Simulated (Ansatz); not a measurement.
**Debugging a many-body input for WSe2 (P6_3/mmc)**

What is wrong with this input for WSe2 (P6_3/mmc)?

Calculated with Ansatz 0.2.0; G0W0 on PBE, plane waves, PAW.

The database entry behind the starting cell differs from later determinations by our own check (a about 0.2 % long), so it need not match the best structure at ambient conditions.

**1. Starting point**

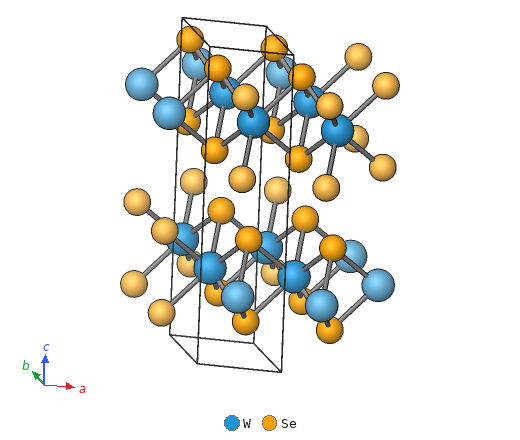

The starting structure, seen slightly off an axis (tungsten blue, selenium orange). 2×2×1 cells are drawn. Some periodic images of atoms are drawn too.

The cell and positions come from the Crystallography Open Database and are kept as given unless a step says otherwise. Spin-orbit coupling is left out unless a step names it. The default PAW set here is soft_2. Its files were made with PBE.

**2. First try**

input.yaml reads:

```yaml
crystal:
  lattice:
    - [3.29, 0.0, 0.0]
    - [-1.645, 2.8492235785, 0.0]
    - [0.0, 0.0, 12.97]
  atoms:
    - { symbol: W, position: [0.3333333333, 0.6666666667, 0.25] }
    - { symbol: W, position: [0.6666666667, 0.3333333333, 0.75] }
    - { symbol: Se, position: [0.3333333333, 0.6666666667, 0.621] }
    - { symbol: Se, position: [0.6666666667, 0.3333333333, 0.121] }
    - { symbol: Se, position: [0.3333333333, 0.6666666667, 0.879] }
    - { symbol: Se, position: [0.6666666667, 0.3333333333, 0.379] }
kpoints:
  mp_grid: { grid: [1, 1, 1] }
hamiltonian:
  xc: pbe
scf:
  occupations: { method: fixed }
gw:
  n_empty_bands: 197
  ecut_chi: 80
  qp_bands: [v2, c2]
  qp_kpoints: band_edges
  screening: { model: contour_deformation }
```

Launch:

```bash
> ansatz run input.yaml --threads 3 --pin off --max-ram 92160MiB --backend cuda --events-out ev --progress --plain --runs-dir out --devices 1 --max-vram 13GiB
```

Numbers of over 12 decimals in the logs are rounded to 6 here.

Log:

```text
GPUs: using 1 of 1 available (devices: 1).
Engine: ansatz 0.2.0, x86_64-unknown-linux-gnu
Pseudopotentials: kind: paw
Pseudopotential: W, paw, valence charge 14, recommended cutoff 420 eV (normal), W.paw.azcp
Pseudopotential: Se, paw, valence charge 16, recommended cutoff 420 eV (normal), Se.paw.azcp
Functional definition: PBE
  parameter kappa = 0.804
  parameter beta = 0.066725
  exchange = pbe_x(kappa = kappa, mu = beta*pi^2/3)
  correlation = pbe_c(beta = beta)
device memory: the entry about to start is reckoned to put 1.0 GiB on a device that reports 47.6 GiB free (of which the cap on the GPU budget leaves the run 13.0 GiB)
GPU FFT provider: cuFFT
GPU libraries: cuBLAS 13.8.2, cuFFT 12.4.0, cuSOLVER 12.3.4
Crystal: 6 atoms, lattice volume = 121.580 Å³
Basis set: ecut = 420 eV, 2419 PW (Γ)
Bands: 56, of which v1, the nominal top of the filled ones, is band 46 counted from 1 (45 counted from 0)
Symmetry: 24 space group operations
Space group: P63/mmc (ITA 194), of the structure as read, at distance tolerance 5.0e-5 Å
k-points: 1
Non-local potential: W, projectors of the file, l = 0: 3, l = 1: 2, l = 2: 2, l = 3: 1
Non-local potential: Se, projectors of the file, l = 0: 2, l = 1: 2, l = 2: 3, l = 3: 1
PAW form: soft (Blöchl's): semilocal exchange-correlation on the pseudo side does not see the compensation charge
PAW one-centre angular grid: W, 590 points (default); XC on 64 Gauss nodes
PAW one-centre angular grid: Se, 590 points (default); XC on 64 Gauss nodes
Initial density: superposition of atomic densities (neutral atoms: chi_scale 0, normalization atom), corrected by the library's trained network
Initial wavefunctions: pseudopotential atomic-orbital guess
GPU buffer pool allocated for 51840 grid points (all kernels)
GPU transforms: local potential and band sums: pruned to the plane-wave sphere, on 24×24×90
Functional: x = pbe(κ = 0.804, μ = 0.219515), c = pbe(β = 0.066725)
SCF iter   1: F=—  HF=-42633.201761 eV  |F-HF|=—  |Δ(HF+E_count)|=         —  Δρ=1.04e-1  dr2=3.89e1  ethr=1.77e-3  ⟨swp⟩=5.0  Hψ=189  notcnv=0  defer=4
preconditioner: auto → Resta (q_TF=auto, 2.604 Å⁻¹)  ε∞=6.8  [insulator: Δε(μ)=2.636 eV  Ē_g=8.379 eV  n_scr=40 (ndim 8)  ℏωp=20.2 eV  f_vac=0.044  ε∞_Penn≈6.8]
SCF iter   2: F=—  HF=-42629.971481 eV  |F-HF|=—  |Δ(HF+E_count)|=    3.23e0  Δρ=6.65e-2  dr2=1.01e1  ethr=1.77e-3  ⟨swp⟩=3.0  Hψ=129  notcnv=0  defer=2
SCF iter   3: F=—  HF=-42628.792175 eV  |F-HF|=—  |Δ(HF+E_count)|=    1.18e0  Δρ=2.56e-2  dr2=8.02e-1  ethr=1.77e-3  ⟨swp⟩=4.0  Hψ=124  notcnv=0  defer=4
SCF iter   4: F=—  HF=-42628.808109 eV  |F-HF|=—  |Δ(HF+E_count)|=   1.59e-2  Δρ=6.17e-3  dr2=6.72e-2  ethr=8.72e-4  ⟨swp⟩=2.0  Hψ=80  notcnv=0  defer=2
SCF iter   5: F=—  HF=-42628.802987 eV  |F-HF|=—  |Δ(HF+E_count)|=   5.12e-3  Δρ=3.46e-3  dr2=1.84e-2  ethr=7.31e-5  ⟨swp⟩=2.0  Hψ=100  notcnv=0  defer=8
SCF iter   6: F=—  HF=-42628.806867 eV  |F-HF|=—  |Δ(HF+E_count)|=   3.88e-3  Δρ=2.13e-3  dr2=1.03e-2  ethr=2.00e-5  ⟨swp⟩=3.0  Hψ=104  notcnv=0  defer=8
SCF iter   7: F=—  HF=-42628.805458 eV  |F-HF|=—  |Δ(HF+E_count)|=   1.41e-3  Δρ=5.00e-4  dr2=5.31e-4  ethr=1.12e-5  ⟨swp⟩=2.0  Hψ=58  notcnv=0  defer=8
SCF iter   8: F=—  HF=-42628.805447 eV  |F-HF|=—  |Δ(HF+E_count)|=   1.11e-5  Δρ=6.65e-5  dr2=1.13e-5  ethr=5.77e-7  ⟨swp⟩=2.0  Hψ=72  notcnv=0  defer=2
SCF iter   9: F=—  HF=-42628.805451 eV  |F-HF|=—  |Δ(HF+E_count)|=   3.53e-6  Δρ=1.88e-5  dr2=5.54e-7  ethr=1.23e-8  ⟨swp⟩=2.0  Hψ=74  notcnv=0  defer=2
SCF iter  10: F=-42628.805451 eV  HF=-42628.805451 eV  |F-HF|=7.21e-9  |Δ(HF+E_count)|=   3.02e-7  Δρ=4.15e-6  dr2=2.33e-8  ethr=1.09e-10  ⟨swp⟩=9.0  Hψ=202  notcnv=0
SCF 1 converged in 10 iterations: F = -42628.805451 eV  dr2 = 2.33e-8
[...]
device memory: the entry about to start is reckoned to put 1.2 GiB on a device that reports 43.2 GiB free (of which the cap on the GPU budget leaves the run 13.0 GiB)
NSCF: frozen V_eff on 1 k-points
[...]
device memory: the entry about to start is reckoned to put 1.4 GiB on a device that reports 43.1 GiB free (of which the cap on the GPU budget leaves the run 13.0 GiB)
NSCF: frozen V_eff on 1 k-points
G₀W₀ screening: q 1/1
G₀W₀ self-energy: k 1/1
device memory: the entry about to start is reckoned to put 0.8 GiB on a device that reports 38.0 GiB free (of which the cap on the GPU budget leaves the run 13.0 GiB)
NSCF: frozen V_eff on 1 k-points
device memory: the entry about to start is reckoned to put 0.8 GiB on a device that reports 38.0 GiB free (of which the cap on the GPU budget leaves the run 13.0 GiB)
NSCF: frozen V_eff on 1 k-points
device memory: the entry about to start is reckoned to put 0.8 GiB on a device that reports 38.0 GiB free (of which the cap on the GPU budget leaves the run 13.0 GiB)
NSCF: frozen V_eff on 1 k-points
device memory: the entry about to start is reckoned to put 0.8 GiB on a device that reports 37.9 GiB free (of which the cap on the GPU budget leaves the run 13.0 GiB)
NSCF: frozen V_eff on 1 k-points
device memory: the entry about to start is reckoned to put 0.8 GiB on a device that reports 36.5 GiB free (of which the cap on the GPU budget leaves the run 13.0 GiB)
NSCF: frozen V_eff on 1 k-points
device memory: the entry about to start is reckoned to put 0.8 GiB on a device that reports 36.5 GiB free (of which the cap on the GPU budget leaves the run 13.0 GiB)
NSCF: frozen V_eff on 1 k-points
SCF converged after 10 iterations
Free energy (F): -42628.805451 eV
Harris-Foulkes:  -42628.805451 eV  (|F-HF|=7.21e-9)
Internal energy: -42628.805451 eV  (E = F + TS)
E sigma→0 (E₀):  -42628.805451 eV
Fermi energy:    13.964661 eV
--- Per-component energies (eV) ---
  E_band       = -1605.469468
  E_kinetic    = 1419.362353
  E_local      = -11501.130894  (includes V_loc(G=0)·N_el)
  E_nonlocal   = -2376.030610
  E_hartree    = 5553.846768
  E_xc         = -955.343579
  E_vxc        = -877.079170  (∫ρ·V_xc dr)
  E_paw        = -24774.661548  (= ΣΔE_a)
  E_vpaw       = 621.718318  (= ΣTr[D̂ρ^β])
  E_aug_tail   = -0.002484  (compensation charges beyond the density's cutoff)
  E_ewald      = -9994.845457
  E_smearing   = -0.000000  (= −TS)
  E_closure    = 0.000000  (closes the sum)
  Σ components = -42628.805451   (vs F -42628.805451, Δ=0.00e0)
--- Band table (eV) ---
  k-point 0: bands = [... 42 lower, 12.1448, 12.1448, 12.8758, 13.9647, 16.1318, 16.1318, 16.2394, 16.2394, ... 6 higher]
--- G₀W₀: contour deformation, 6 samples at zero and on the imaginary axis and 1 off it, 1 q-point, 197 empty bands' worth ---
  eigenvalues of the whole cell's RPA ε∞ on this k-mesh (on a slab, of 1 + 4πα/V) = 5.9042, 24.8716, 24.8716; static W/v taken at q = 0 is 0.830437
  gw.qp_kpoints: band_edges: 1 of 1 stored k-point solved, in 1 pass; an edge of the gap read off the rows below is read off those points alone
    ik  band        ε_KS         Σx   Σc(E_QP)       V_xc       Z   E_QP_lin       E_QP  E_QP is
     0    45     12.8758   -18.9498     2.7503   -16.3292  0.7078    13.0048    13.0054  root
     0    46     13.9647   -19.1489     1.2879   -18.2914  0.7511    14.3915    14.3951  root
     0    47     16.1318   -15.2343    -2.7536   -18.1754  0.7349    16.3202    16.3193  root
     0    48     16.1318   -15.2343    -2.7536   -18.1754  0.7349    16.3202    16.3193  root
```

It took 15 s on 1 × NVIDIA H100 80GB HBM3 (shared by 6 runs) with 3 threads of AMD EPYC 7R13 (Zen 3), shared host; peak memory 1 GiB; 6.1 s of CPU time.

Q: What is the fault?

The run ended normally, though the input holds a fault or crude settings.

The fault: G0W0 on a mesh far too coarse. So few points can't sample the density or the screening, and the band edges may lie elsewhere in the zone.

It printed a gap of 1.92 eV, which is an artefact of the settings.

**3. A better input**

G0W0 replaces the xc potential by the self-energy, built once from these orbitals. Only a window of levels is corrected, while the sums run over the empty bands that the input names.

input.yaml: that of step 2 with these lines changed.

```diff
@@ -13,3 +13,3 @@
 kpoints:
-  mp_grid: { grid: [1, 1, 1] }
+  mp_grid: { grid: [6, 6, 2] }
 hamiltonian:
@@ -19,4 +19,4 @@
 gw:
-  n_empty_bands: 197
-  ecut_chi: 80
+  n_empty_bands: 362
+  ecut_chi: 120
   qp_bands: [v2, c2]
```

Log:

```text
GPUs: using 1 of 1 available (devices: 1).
[...]
GPU FFT provider: cuFFT
GPU libraries: cuBLAS 13.8.2, cuFFT 12.4.0, cuSOLVER 12.3.4
Crystal: 6 atoms, lattice volume = 121.580 Å³
Basis set: ecut = 420 eV, 2419 PW (Γ)
Bands: 56, of which v1, the nominal top of the filled ones, is band 46 counted from 1 (45 counted from 0)
Symmetry: 24 space group operations
[...]
k-points: 14 of 72
[...]
GPU buffer pool allocated for 51840 grid points (all kernels)
[...]
SCF iter   1: F=—  HF=-42649.193134 eV  |F-HF|=—  |Δ(HF+E_count)|=         —  Δρ=4.34e-3  dr2=5.50e-3  ethr=1.77e-3  ⟨swp⟩=4.9  Hψ=2498  notcnv=0  defer=92
[...]
SCF iter   6: F=-42649.206099 eV  HF=-42649.206099 eV  |F-HF|=3.65e-8  |Δ(HF+E_count)|=   2.01e-6  Δρ=5.87e-6  dr2=6.00e-8  ethr=1.09e-10  ⟨swp⟩=9.3  Hψ=2914  notcnv=0
SCF 1 converged in 6 iterations: F = -42649.206099 eV  dr2 = 6.00e-8
[...]
0    45     11.8899   -18.1406     1.7137   -15.9334  0.7684    11.3922    11.3964  root
     0    46     12.9570   -19.3876     0.4604   -18.7647  0.7534    12.7942    12.7945  root
     0    47     15.5966   -13.8666    -4.1047   -18.2073  0.7559    15.8337    15.8326  root
     0    48     15.5966   -13.8666    -4.1047   -18.2073  0.7559    15.8337    15.8326  root
     1    45     12.7404   -19.0852     0.6986   -18.1680  0.7553    12.5213    12.5219  root
     1    46     12.7404   -19.0852     0.6986   -18.1680  0.7553    12.5213    12.5219  root
     1    47     15.6022   -13.8250    -4.0909   -18.1422  0.7548    15.8296    15.8285  root
     1    48     15.6022   -13.8250    -4.0909   -18.1422  0.7548    15.8296    15.8285  root
[...]
13    45     12.6187   -18.3733     0.4479   -17.7227  0.7528    12.4156    12.4160  root
    13    46     12.6187   -18.3733     0.4479   -17.7227  0.7528    12.4156    12.4160  root
    13    47     14.2841   -15.5713    -3.8822   -19.6909  0.7464    14.5225    14.5216  root
    13    48     14.2841   -15.5713    -3.8822   -19.6909  0.7464    14.5225    14.5216  root
[key lines of the parts left out:]
SCF converged after 6 iterations
Free energy (F): -42649.206099 eV
Fermi energy:    12.956967 eV
```

Run time: 57 s. Hardware: 1 × NVIDIA H100 80GB HBM3 (shared by 6 runs) with 3 threads; peak memory 1.6 GiB; 91 s of CPU time.

This step gave:

```yaml
bands_summed: 408
rpa_eps_infinity_on_this_mesh_eigenvalues: 7.125, 15.37, 15.37
plane_waves_in_the_screening_matrix: 341
q_points_in_the_mesh: 72
g0w0_gap_on_the_mesh: 1.261 eV
k_of_the_valence_top: 0, 0, 0
k_of_the_conduction_bottom: 0.1667, 0.1667, 0
starting_gap_on_the_mesh: 0.9758 eV
z_at_the_valence_top: 0.7534
z_at_the_conduction_bottom: 0.7648
least_direct_g0w0_gap_on_the_computed_points: 1.948 eV
```

The gap on the mesh goes from 0.98 eV to 1.26 eV, a correction of +0.28 eV. Between the two edge states, bare exchange in place of the xc potential would open the gap by 4.35 eV, and correlation takes back 4.06 eV.

**4. What came out**

- first try: converged after 15 s
- better run: G0W0 gap on the mesh 1.26 eV (6×6×2 mesh, 362 empty bands, screening to 120 eV)

**Reading.** The second run differs in: mesh, empty bands and screening cutoff (eV). Bands and cutoff are finite, so the gap is not at the basis limit. The miss can reach some tenths of an eV and take either sign; the mesh is an error of its own. The 6×6×2 mesh is coarse for this cell (its supercell is 20 Å along the shortest edge). The RPA ε∞ on it, from the PBE start, is 7.13 and 15.37; such meshes misread the long-range screening, most where the gap is narrow. The many-body steps are scalar-relativistic: spin-orbit coupling is not in them.

[Paths, hosts, dates, memory and timing lines, banners, echoed tables and standing remarks are left out of the program output.]

[Logs are printed without paths, hosts, clocks, repeated set-up lines and the standing remarks that a program may print on its own settings, such as how far it seeks lower states.]

[Runs of the session that timed out or met a known fault of the program may be left out.]

[Cells called generated may have been cut or substituted from an entry of the Crystallography Open Database or the Materials Project.]

[Hosts, paths, dates, database ids (printed as entryN), source tags and the programs' standing remarks are cut or masked in the printed files.]
